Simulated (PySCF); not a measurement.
**C$_{4}$H$_{12}$AlNO (SMILES C[N]1CC[O+](C)[AlH2-]1): density, localisation and related maps**

```yaml
atoms:
  - { symbol: C, position_ang: [-2.7029, 0.1484, 0.2761] }
  - { symbol: N, position_ang: [-1.2711, -0.0163, 0.1516] }
  - { symbol: C, position_ang: [-0.6108, 1.2465, -0.1169] }
  - { symbol: C, position_ang: [0.8689, 0.9869, -0.4400] }
  - { symbol: O, position_ang: [1.1853, -0.3218, -0.0040] }
  - { symbol: C, position_ang: [2.5364, -0.6816, -0.1171] }
  - { symbol: Al, position_ang: [-0.2304, -1.4958, 0.3794] }
  - { symbol: H, position_ang: [-3.1434, 0.5511, -0.6460] }
  - { symbol: H, position_ang: [-3.1439, -0.8271, 0.4759] }
  - { symbol: H, position_ang: [-2.9658, 0.8264, 1.0988] }
  - { symbol: H, position_ang: [-0.6902, 1.9212, 0.7509] }
  - { symbol: H, position_ang: [-1.0824, 1.7604, -0.9693] }
  - { symbol: H, position_ang: [1.5175, 1.7091, 0.0719] }
  - { symbol: H, position_ang: [1.0529, 1.0570, -1.5190] }
  - { symbol: H, position_ang: [2.8762, -0.6192, -1.1552] }
  - { symbol: H, position_ang: [2.6062, -1.7133, 0.2248] }
  - { symbol: H, position_ang: [3.1669, -0.0429, 0.5099] }
  - { symbol: H, position_ang: [-0.1460, -2.5211, -0.7920] }
  - { symbol: H, position_ang: [0.1670, -1.9587, 1.8127] }
```

Geometry: GFN2-xTB.

Theory: PySCF 2.14.0, PBE0/pcSseg-1, SCF density, gas phase, non-relativistic.

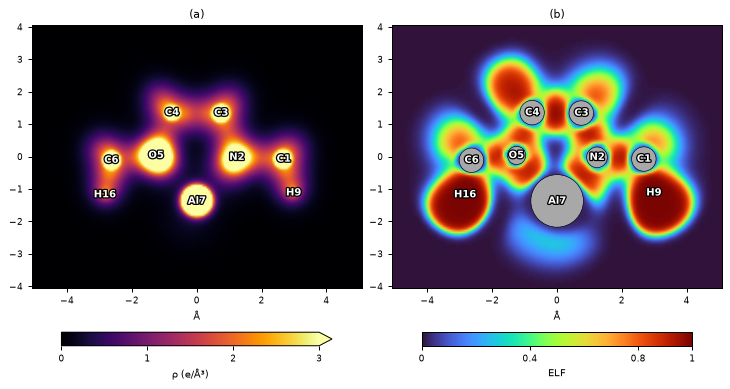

Figure 1. (a) total electron density; (b) ELF on the plane of atoms N2, Al7 and O5. Grey discs cover the atomic cores in the ELF map.

**What does the map show?**

- The section cuts through C, N, O, Al and H sites.
- C–O (1.40 Å): ρ at the midpoint is about 2.1 e/Å³, with its minimum of 1.7 e/Å³ about 0.5 Å from C; the ELF peaks at about 0.90 between the atoms (a shared but strongly polarised pair).
- C–N (1.45 Å): ρ is about 1.9 e/Å³ halfway; the ELF peaks at about 0.95 between the atoms, as expected for localised, covalent bonding.
- C–C (1.54 Å): ρ at the midpoint is about 1.6 e/Å³; the ELF peaks at about 0.95 between the atoms, as expected for localised, covalent bonding.
- Al–N (1.82 Å): ρ is about 0.76 e/Å³ halfway; the ELF peaks at about 0.90 in the valence shell of N, 0.7 Å from its nucleus, and is about 0.65 at the midpoint.
- Al–O (1.88 Å): ρ is about 0.52 e/Å³ halfway; the ELF peaks at about 0.90 in the valence shell of O, 0.6 Å from its nucleus, and is about 0.45 at the midpoint.

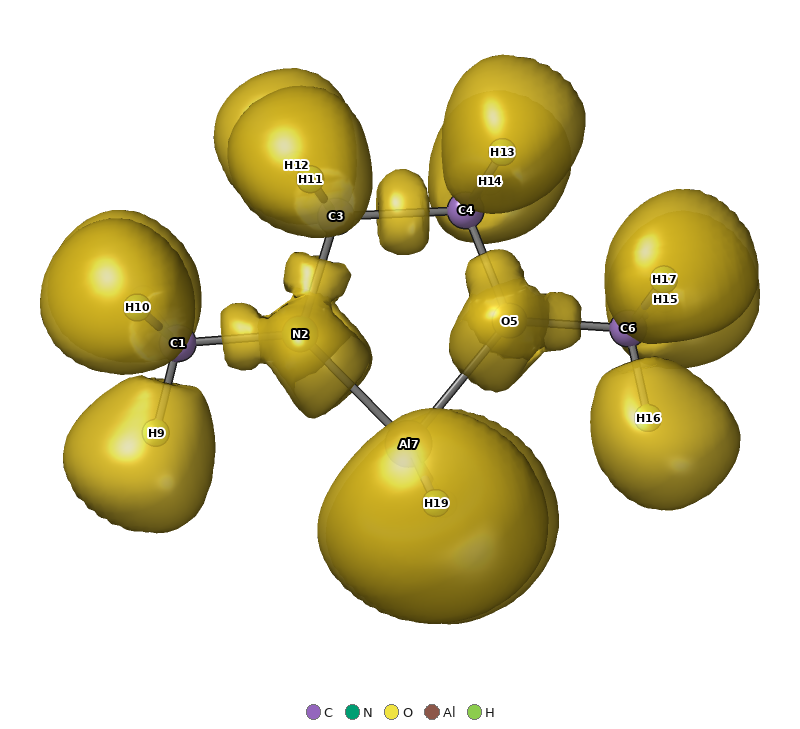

Figure 2. Isosurface of the ELF at 0.75 (yellow), seen across its widest extent. Core shells and regions of very low density are left out.

**Where are the electrons localised?**

The ELF exceeds this value in one region between bonded C–C atoms (shared pairs), twelve regions around hydrogen nuclei, one region on N in which the atom's valence shell and bonds are merged and one region on O in which the atom's valence shell and bonds are merged.

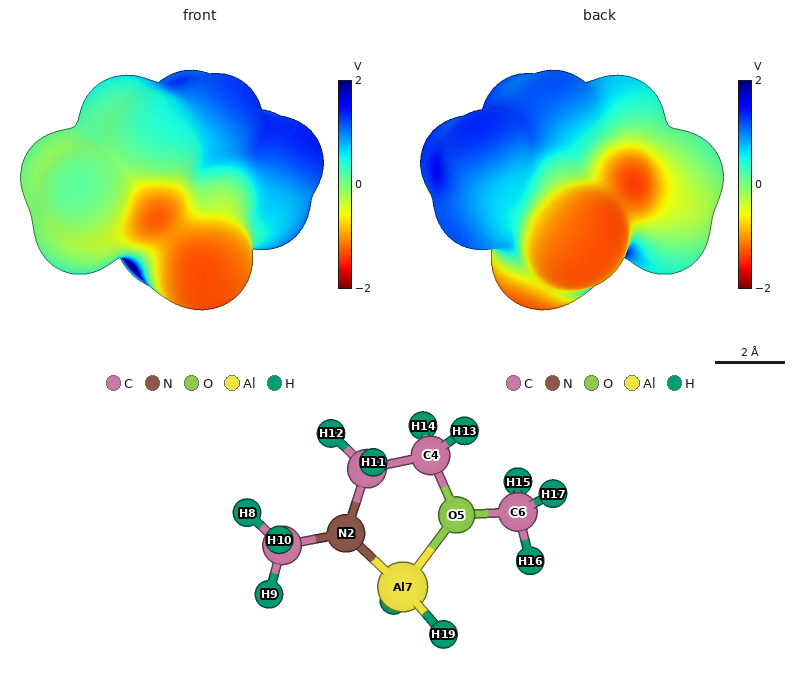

Figure 3. The electrostatic potential painted on the density surface at 0.002 e/bohr³, seen from the front and from behind; the colour scale runs from red (negative) to blue (positive). The bare structure is drawn below in the same view.

**Which sites attract a positive test charge, and which a negative one?**

A positive charge is drawn to the negative regions and a negative charge to the positive ones. The most negative region (about −1.3 V) lies over N2, H18 and H19, the most positive (about +1.9 V) over Al7.

**How polar is the molecule by this calculation?**

Its dipole moment is 4.47 D.
